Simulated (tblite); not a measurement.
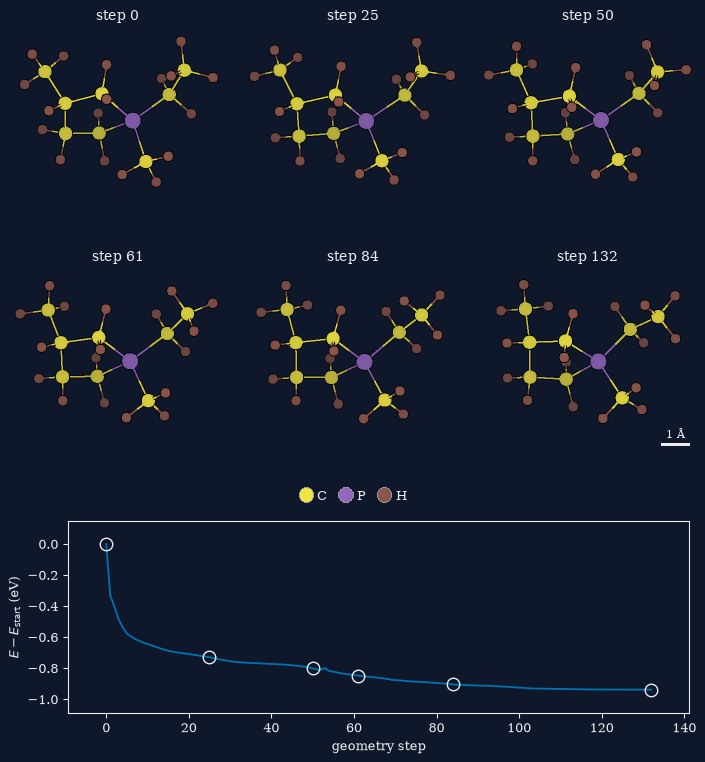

Frames of a relaxation of C8H18P (charge +1), marked on the history of the run. Style: ball-and-stick. Shown face on.

Computed with GFN2-xTB geometry optimisation, gas phase (tblite). 

Question: Describe the path.

Answer: After 132 geometry steps the energy has fallen by 0.938 eV. The atom that moves furthest after the best rigid fit is an H atom (1.67 Å). By element the largest moves are H 1.67 Å, C 0.54 Å, P 0.18 Å. Among the contacts that change: C–C 1.480 → 1.534 Å, C–H 1.125 → 1.090 Å, C–P 1.792 → 1.824 Å, C–P 1.782 → 1.809 Å. Among the angles between lasting bonds that change: C–C–H 104.6° → 110.4°, C–C–C 112.4° → 106.6°, P–C–H 113.1° → 107.7°. Groups turn about C–C by about 60°, C–P by about 35°, C–C by about 30°. From step 0 to 25: an H atom moves most (0.40 Å), energy −0.729 eV. From step 25 to 50: an H atom moves most (0.47 Å), energy −0.072 eV. From step 50 to 61: H atoms move most (0.40 Å), energy −0.046 eV. From step 61 to 84: H atoms move most (0.49 Å), energy −0.057 eV. From step 84 to 132: an H atom moves most (0.40 Å), energy −0.034 eV.
